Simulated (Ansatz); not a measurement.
## Nudged elastic band of C₂H₈SSn (part 2 of 2)

Continued. System: C₂H₈SSn. Method: RKS B3LYP-D4/def2-SVP (Ansatz 0.2.0). The run did not end well. One setting was made poor on purpose. It belongs to a series of runs on one base structure; here: band between the two ends.

Geometry of the input (Å):
```
S  -2.6408  0.4484  0.7957
C  -0.9169  0.6575  0.1614
C  -0.1915  -0.6791  0.2270
Sn 1.8655  -0.5685  -0.4959
H  -3.0350  1.7332  0.6288
H  -0.4054  1.4160  0.7740
H  -0.9647  1.0315  -0.8731
H  -0.1546  -1.0560  1.2615
H  -0.7111  -1.4384  -0.3791
H  2.7530  0.5546  0.4613
H  2.6054  -2.1180  -0.3941
H  1.8730  -0.0361  -2.1336
```

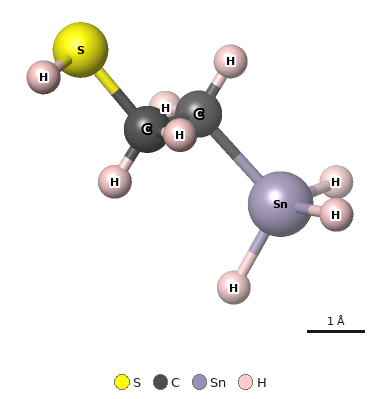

*The input geometry (ball-and-stick view, seen at a tilt). Sticks mark near contacts.*

```
Unfinished report: {"positions_ang":[[-2.3757234177810083,0.72128472237183,0.8095984313664735],[-0.7660409315216871,0.5944617691619472,-0.2124662512242336],[-0.05609156553099279,-0.6636694854819117,0.22600675599827122],[1.879764398065784,-0.4386337160782835,-0.768026572959227],[-2.5376359242070454,2.078425360117474,0.9055465348636644],[-1.8208583830348426,0.648094228851001,2.046687075967821],[-1.2183284012916167,0.44417458639312263,-1.2125077238153117],[0.22430562996470518,-0.6443739804391005,1.2970416040047141],[-0.48358769261111245,-1.6682637863362721,0.01885478857321571],[2.8430041362634864,0.6380461477788146,0.16800311950918875],[2.7161773816502004,-1.954787941535389,-0.8891731159123317],[1.672013770034125,0.1901430951967689,-2.355664646372243]],"unchecked":["starts","cluster_reference","orbital_swaps","neighbouring_geometries","increment"],"mean_field":{"relativity":"none","state":{"energy":{"ev":-18864.289533533334,"hartree":-693.2498536826529},"converged":true,"gradient_ev":0.000011076551215658852,"stability":{"kind":"minimum","curvature_ev":11.885748295541054},"curvature_floor_ev":0.00030000000000000003,"spin_squared":-1.0658141036401503e-14},"others":[],"fillings":{"estimated":0,"unestimated":0,"tried":0,"untried":0,"excluded_magnetic_sites":0},"n_dropped_functions":0,"n_trapped_functions":0,"passes":{"evaluations":4,"products":28},"factors":{"origin":"Cholesky decomposition","count":1313,"bound_ev":0.0013942280521754974},"gradient_stop_ev":0.00009,"reference_kind":"stationary","functional":{"name":"B3LYP","citations":["Stephens, Devlin, Chabalowski & Frisch, J. Phys. Chem. 98, 11623 (1994) doi:10.1021/j100096a001","Becke, Phys. Rev. A 38, 3098 (1988) doi:10.1103/PhysRevA.38.3098","Lee, Yang & Parr, Phys. Rev. B 37, 785 (1988) doi:10.1103/PhysRevB.37.785","Vosko, Wilk & Nusair, Can. J. Phys. 58, 1200 (1980) doi:10.1139/p80-159"],"text":"name \"B3LYP\"\ncite \"Stephens, Devlin, Chabalowski & Frisch, J. Phys. Chem. 98, 11623 (1994) doi:10.1021/j100096a001\"\ncite \"Becke, Phys. Rev. A 38, 3098 (1988) doi:10.1103/PhysRevA.38.3098\"\ncite \"Lee, Yang & Parr, Phys. Rev. B 37, 785 (1988) doi:10.1103/PhysRevB.37.785\"\ncite \"Vosko, Wilk & Nusair, Can. J. Phys. 58, 1200 (1980) doi:10.1139/p80-159\"\nparameter a0 = 0.2\nparameter ax = 0.72\nparameter ac = 0.81\nexchange = (1 - a0 - ax)*slater_x + ax*b88_x + a0*exact_x\ncorrelation = (1 - ac)*vwn_rpa_c + ac*lyp_c\n","parameters":{"a0":{"value":0.2,"default":0.2},"ac":{"value":0.81,"default":0.81},"ax":{"value":0.72,"default":0.72}},"final_grid":{"core_spheres":13.0,"valence_spheres":11.0,"degree":36.0},"final_grid_parameter_source":"default","radial_points_factor":1.0,"radial_grid_error_ev":6.729326096032238e-7,"grid_sensitivity":"normal","grid_sensitivity_ratio":0.0013437628806248659},"unsmoothed_excess_ev":-0.0002936017413226358,"symmetry":{"irreps":["A"],"axes":[[0.9935345467386301,0.05980947139966942,-0.09649835007790131],[-0.06030400068487667,0.9981776026108771,-0.002213853518289999],[0.09619008232797943,0.008018776521027204,0.9953306823788979]],"occupied":[{"A":29},{"A":29}]},"held":{"pivots":1312,"left_out":0,"joined":1},"density_repulsion":{"missed_ev":0.000015533055500589024,"excess_ev":0.0,"most_excess_ev":0.0001566,"are_drawn_again":false,"n_first_factors":1313,"energy_change_ev":0.0,"n_dropped_ends":0}},"factors":{"origin":"Cholesky decomposition","count":1313,"bound_ev":0.0013942280521754974},"n_frozen":0,"n_occupied":[29,29],"n_virtual":[83,83],"reference":{"ev":-18864.289533533334,"hartree":-693.2498536826529},"dispersion":{"energy":{"ev":-0.43556398738289914,"hartree":-0.016006681300447086},"switches_in_reach":[]},"total":{"ev":-18864.725097520717,"hartree":-693.2658603639534},"forces_ev_per_angstrom":[[-0.05649831443421274,0.03181078809172097,0.008069550913309402],[0.09655757564921705,0.07694622088676903,0.04163755306970505],[-0.015027901343488985,-0.02328520738977438,0.01633708163727826],[0.006623365349142582,-0.005097428278511245,0.007690257002267646],[0.012492404023695098,-0.05424508626282706,-0.01631561236571588],[-0.012809073202832564,-0.016968158104328453,-0.004252045248671187],[-0.02097468976577425,-0.01240485192754125,-0.012277220041433981],[0.0019503092262748737,0.016687511213143935,-0.013348523016585578],[0.0027686673488950485,-0.0034529380178786916,-0.005770993158229001],[-0.0021330014295028402,-0.001851838221892747,-0.02095697050689613],[-0.0030601379376681516,0.0014533786638238249,-0.0013434420088059246],[-0.009889203486020185,-0.009592390649607763,0.0005303637281386334]],"charge_distribution":{"dipole_moment_e_ang":[-0.7623419044972991,0.07472550718847097,0.5371034792810169],"mulliken_charges_e":[0.2123044680021149,-0.3561733497795547,-0.19163097633935955,0.4259837759230862,0.09221833266129364,0.09109581638145048,0.02483529152004038,0.020546415968211162,0.016521246890560115,-0.10652558840952686,-0.12513313728968511,-0.10404229552866195],"lowdin_charges_e":[0.645114216536804,-0.44505628177106793,-0.14944347021292526,0.3106713082911483,-0.01861117558578984,-0.012403509764060239,-0.03119699344335891,-0.004687617848565306,-0.02157596852743393,-0.08781339266863508,-0.09950440914084124,-0.08549270586533342]},"n_threads":2,"memory_gib":2.556818182580173,"seconds":{"hamiltonian":4.1139754,"orbitals":0.0,"second_order":0.0,"solver_start":0.0,"cycles":0.0,"cycle":0.0,"perturbative":0.0,"full_ci_increment":0.0,"forces":0.0}}
this run last wrote the band of iteration 29 to [file]
Error: NEB band did not converge after 29 iterations: max|band force component| = 4.70e-1 eV/Å (threshold 5.0e-2); raise `neb.max_iterations` in a new run, which can start from the last band evaluated (`neb.initial_path`, with `crystal.atoms` and `neb.final_atoms` set to its first and last images), add images, or start from endpoints closer to local minima. Where this run's directory can be resumed (`checkpoint.write`), a resume goes on for up to `neb.max_iterations` more; to start a new run from the last band, take its images' positions from the `neb_iteration` event of iteration 29 (`data.images[].positions_ang`), in the event stream of the run that computed that iteration (not this run's, if it was resumed behind it). With `checkpoint.write`, `steps/00-neb/state/checkpoint.json` in the run directory holds the last saved band, under `neb.evaluated.images[].positions_ang` (a band under a hybrid functional on support functions is neither saved nor resumed: `neb.initial_path` says where its path is): check the last entry of `neb.iterations` there, which is earlier than 29 if that iteration was not saved or its write failed. If the band's step has no `state` directory and holds `state.next`, a write was cut short, and the file is under `state.next` instead (behind a loss of power it can be under `state.prev`)
this run wrote the band of iteration 29 to [file] as well, whether or not its events were kept: a new run's `neb.initial_path` can list its `images[].positions_ang`
a run's events are kept only if it was started with --events-out <file>, and are in that file
```

### The last band as extended XYZ (Å, eV, eV/Å)
```
12
Properties=species:S:1:pos:R:3:forces:R:3 image=0 energy=-18868.33844
S    -2.6408    0.4484    0.7957   -0.0026   0.0016   0.0002
C    -0.9169    0.6575    0.1614   -0.0023  -0.0019   0.0017
C    -0.1915   -0.6791    0.2270   -0.0004   0.0032  -0.0009
Sn    1.8655   -0.5685   -0.4959    0.0053  -0.0014  -0.0016
H    -3.0350    1.7332    0.6288    0.0008  -0.0007   0.0000
H    -0.4054    1.4160    0.7740    0.0010   0.0017   0.0021
H    -0.9647    1.0315   -0.8731   -0.0007   0.0005  -0.0025
H    -0.1546   -1.0560    1.2615    0.0004  -0.0006   0.0037
H    -0.7111   -1.4384   -0.3791   -0.0009  -0.0025  -0.0028
H     2.7530    0.5546    0.4613   -0.0003   0.0007   0.0000
H     2.6054   -2.1180   -0.3941    0.0002  -0.0012   0.0002
H     1.8730   -0.0361   -2.1336   -0.0005   0.0004  -0.0001
12
Properties=species:S:1:pos:R:3:forces:R:3 image=1 energy=-18868.14012
S    -2.5264    0.8335    1.0045    0.0560  -0.2981  -0.0715
C    -0.9461    0.4547    0.0903   -0.0835   0.1469   0.0203
C    -0.2434   -0.8762    0.3403    0.0369   0.0955  -0.0116
Sn    1.7768   -0.5075   -0.4873   -0.0127  -0.0822   0.0535
H    -2.6618    2.0608    0.4341   -0.0302  -0.1662   0.1146
H    -0.2860    1.2834    0.3750    0.1415   0.1051  -0.1229
H    -1.1608    0.5291   -0.9853   -0.0010   0.1411  -0.0177
H    -0.0742   -1.1115    1.4039   -0.0959   0.1598   0.0185
H    -0.7627   -1.7383   -0.1107    0.0712   0.1310  -0.0551
H     2.5682    0.4266    0.7277    0.0333  -0.0556  -0.0028
H     2.6994   -1.9051   -0.8653   -0.0077  -0.0784   0.0309
H     1.6938    0.4955   -1.8932   -0.1079  -0.0988   0.0438
12
Properties=species:S:1:pos:R:3:forces:R:3 image=2 energy=-18865.44996
S    -2.6347    1.5312    1.2371   -0.0098  -0.4243  -0.1579
C    -0.7538    0.1052    0.0500   -0.5848   0.5762   0.4883
C    -0.2743   -1.1991    0.4074    0.1439   0.3083  -0.1431
Sn    1.7992   -0.2839   -0.6419   -0.0903  -0.3342   0.1413
H    -2.6232    2.4349    0.2156    0.0743  -0.2355   0.0545
H    -0.6515    1.0250    0.6618    0.7207  -0.1471  -0.4519
H    -1.2181    0.1568   -0.9372   -0.1718   0.3781   0.1257
H     0.2069   -1.4354    1.3666   -0.1845   0.4479   0.1504
H    -0.8928   -2.0524    0.0686    0.6683   0.0276  -0.4622
H     2.5033    0.6083    0.6519   -0.1830  -0.1460   0.0477
H     2.7112   -1.6875   -1.0001    0.1015  -0.2157  -0.0047
H     1.9050    0.7419   -2.0461   -0.4845  -0.2352   0.2118
12
Properties=species:S:1:pos:R:3:forces:R:3 image=3 energy=-18867.16324
S    -2.4574    1.5255    1.3683    0.1379   0.0544   0.0214
C    -0.2133   -0.3621   -0.3721    0.2275  -0.3224  -0.3265
C    -0.4394   -1.3664    0.4793    0.0362  -0.0179   0.0835
Sn    1.8685   -0.0012   -0.7727    0.0530   0.1848  -0.0529
H    -2.6487    2.4171    0.3705    0.0248   0.0228  -0.0127
H    -1.1991    1.2075    0.9486   -0.3609   0.1484   0.1456
H    -1.0271   -0.0118   -1.0210    0.1631  -0.0907  -0.0969
H     0.3382   -1.6796    1.1849   -0.0124  -0.3601  -0.0843
H    -1.3827   -1.9100    0.5059   -0.3653   0.0815   0.3502
H     2.6148    0.7393    0.5831    0.0617   0.0795  -0.0030
H     2.6129   -1.5368   -1.0360   -0.0449   0.0815   0.0303
H     2.0104    0.9235   -2.2047    0.0793   0.1382  -0.0547
12
Properties=species:S:1:pos:R:3:forces:R:3 image=4 energy=-18867.33189
S    -2.9805    1.3133    1.3633   -0.0382   0.0317   0.0292
C    -0.0571   -0.3058   -0.5054   -0.1072  -0.0677  -0.0362
C    -0.4113   -1.1724    0.4496    0.1946   0.0332  -0.0363
Sn    2.0316   -0.0553   -0.9353    0.0247  -0.0161  -0.0335
H    -2.5795    2.3889    0.6498   -0.0027   0.0142  -0.0184
H    -1.7047    0.9487    1.6193   -0.0144  -0.0061  -0.0128
H    -0.8343    0.1054   -1.1617    0.0582   0.0037  -0.0349
H     0.3389   -1.5729    1.1412   -0.1030  -0.2584  -0.0021
H    -1.4364   -1.5310    0.5624   -0.1846   0.1205   0.2120
H     2.8695    0.9170    0.2084   -0.0261   0.0495  -0.0078
H     2.6270   -1.6688   -0.8374    0.1412   0.0747  -0.0441
H     2.2138    0.5779   -2.5202    0.0576   0.0209  -0.0151
12
Properties=species:S:1:pos:R:3:forces:R:3 image=5 energy=-18865.95499
S    -2.8321    0.9146    1.0402   -0.6001   0.1694   0.3600
C    -0.1846    0.1882   -0.4397    0.6118  -0.3691  -0.4364
C    -0.3001   -0.8768    0.3746    0.1824  -0.2758   0.2708
Sn    1.9377   -0.1242   -0.8693    0.0346   0.3710  -0.1450
H    -2.5010    2.2051    0.8339    0.0307   0.0993  -0.0409
H    -1.8528    0.7663    1.9609   -0.0835   0.0122  -0.0859
H    -0.9419    0.3178   -1.2353    0.3846  -0.1713  -0.0173
H     0.3839   -0.9612    1.2313    0.1970  -0.4494  -0.1194
H    -0.9626   -1.7247    0.2247   -0.9751  -0.0036   0.4521
H     2.9318    0.7403    0.2186    0.1576   0.1761  -0.0104
H     2.4798   -1.7892   -0.7833   -0.2290   0.2777   0.0206
H     1.9189    0.2887   -2.5226    0.2891   0.1637  -0.2482
12
Properties=species:S:1:pos:R:3:forces:R:3 image=6 energy=-18864.72480
S    -2.3757    0.7213    0.8096   -0.0565   0.0318   0.0081
C    -0.7660    0.5945   -0.2125    0.0966   0.0769   0.0416
C    -0.0561   -0.6637    0.2260   -0.0150  -0.0233   0.0163
Sn    1.8798   -0.4386   -0.7680    0.0066  -0.0051   0.0077
H    -2.5376    2.0784    0.9055    0.0125  -0.0542  -0.0163
H    -1.8209    0.6481    2.0467   -0.0128  -0.0170  -0.0043
H    -1.2183    0.4442   -1.2125   -0.0210  -0.0124  -0.0123
H     0.2243   -0.6444    1.2970    0.0019   0.0167  -0.0133
H    -0.4836   -1.6683    0.0189    0.0028  -0.0035  -0.0058
H     2.8430    0.6380    0.1680   -0.0021  -0.0019  -0.0210
H     2.7162   -1.9548   -0.8892   -0.0031   0.0015  -0.0013
H     1.6720    0.1901   -2.3557   -0.0099  -0.0096   0.0005
12
Properties=species:S:1:pos:R:3:forces:R:3 image=7 energy=-18865.11861
S    -2.3325    0.8978    0.6812    0.0754   0.1773  -0.1529
C    -1.0990    0.2657   -0.2357   -0.2403  -0.2013  -0.0285
C    -0.0081   -0.6360    0.2436    0.0198   0.0399   0.0138
Sn    1.9133   -0.3628   -0.7782    0.0206   0.0191   0.0118
H    -2.1349    2.2109    1.2683    0.2999   0.1020   0.2307
H    -2.1221    0.3799    1.9326   -0.2309  -0.1726  -0.0843
H    -1.3657    0.2904   -1.2922   -0.0940  -0.1061  -0.0506
H     0.2092   -0.5354    1.3194   -0.0243   0.0845   0.0192
H    -0.2823   -1.6962    0.0772    0.1123  -0.0178   0.0518
H     2.8944    0.7512    0.0981    0.0433   0.0405  -0.0316
H     2.7635   -1.8650   -0.9124    0.0140   0.0250   0.0113
H     1.6412    0.2444   -2.3680    0.0042   0.0095   0.0093
12
Properties=species:S:1:pos:R:3:forces:R:3 image=8 energy=-18865.43551
S    -2.1806    1.0420    0.6590    0.0169   0.0171  -0.0036
C    -1.2382    0.0327   -0.2445   -0.0173  -0.0117  -0.0072
C    -0.0502   -0.7328    0.2299   -0.0082  -0.0185  -0.0111
Sn    1.8619   -0.2423   -0.7645   -0.0063   0.0071   0.0097
H    -1.5047    2.0915    1.3606    0.0909  -0.0110   0.0163
H    -2.4092    0.4450    1.8917   -0.0463   0.0105  -0.0143
H    -1.5126    0.0829   -1.2992   -0.0124  -0.0208  -0.0038
H     0.1198   -0.6055    1.3112   -0.0080  -0.0019  -0.0036
H    -0.1687   -1.8174    0.0583    0.0092  -0.0207   0.0057
H     2.7493    0.9815    0.0709   -0.0156   0.0242  -0.0028
H     2.8666   -1.6481   -0.8747    0.0074   0.0204   0.0096
H     1.5435    0.3154   -2.3649   -0.0102   0.0053   0.0050
12
Properties=species:S:1:pos:R:3:forces:R:3 image=9 energy=-18865.47923
S    -2.1419    1.0626    0.7323   -0.0003  -0.0002   0.0034
C    -1.0672    0.2587   -0.2482    0.0051   0.0085  -0.0014
C    -0.0038   -0.6733    0.2316    0.0008   0.0027  -0.0013
Sn    1.8581   -0.2587   -0.8545    0.0003  -0.0023  -0.0016
H    -1.3983    1.7005    1.7030    0.0032  -0.0099   0.0106
H    -2.7669    0.3057    1.7865   -0.0100  -0.0025  -0.0063
H    -1.4695    0.1746   -1.2604    0.0025   0.0048  -0.0001
H     0.2344   -0.5103    1.2957    0.0030   0.0031  -0.0005
H    -0.2395   -1.7487    0.1194   -0.0034   0.0013   0.0027
H     2.5682    1.1773   -0.2162   -0.0040   0.0036  -0.0069
H     3.0115   -1.5443   -0.7380    0.0030   0.0007   0.0051
H     1.4919    0.0008   -2.5174   -0.0001  -0.0097  -0.0035
12
Properties=species:S:1:pos:R:3:forces:R:3 image=10 energy=-18865.49254
S    -2.1412    1.2842    0.5538    0.0053  -0.0028  -0.0067
C    -0.8069    0.6763   -0.2516   -0.0070  -0.0007   0.0066
C    -0.0892   -0.5620    0.1762    0.0012   0.0042   0.0011
Sn    1.9505   -0.5125   -0.6087    0.0008  -0.0004  -0.0020
H    -1.7631    1.3623    1.8721    0.0014  -0.0009  -0.0008
H    -3.1672    0.3508    0.9593    0.0019  -0.0002  -0.0006
H    -0.8688    0.9451   -1.3102   -0.0026   0.0027   0.0017
H     0.0169   -0.6111    1.2751   -0.0016  -0.0021  -0.0002
H    -0.5524   -1.5194   -0.1404   -0.0007   0.0008   0.0005
H     2.8793    0.6513    0.2561   -0.0005  -0.0030  -0.0027
H     2.7184   -2.0551   -0.4756   -0.0003   0.0034   0.0012
H     1.9008   -0.0650   -2.2721    0.0021  -0.0012   0.0019
```

### Outcome

| quantity | value |
| --- | --- |
| outcome | not converged |
| barrier, forward (band not converged) | 3.614 eV |
| barrier, backward | 0.768 eV |
| hardware | 2 threads of Arm Neoverse V1, 24 GiB of memory available, shared host |
| wall time | 18 min (CPU time 34 min) |
| peak memory | 0.3 GiB |

### Diagnosis

The run did not converge: “NEB band did not converge after 29 iterations: max|band force component| = 4.70e-1 eV/Å (threshold 5.0e-2); raise `neb.max_iterations` in a new run, which can start from the last band evaluated (`neb.initial_path`, with `crystal.atoms` and `neb.final_atoms` set to its first and last images), add images, or start from endpoints closer to local minima …” Its last values are not results. A deliberately poor setting: straight start.
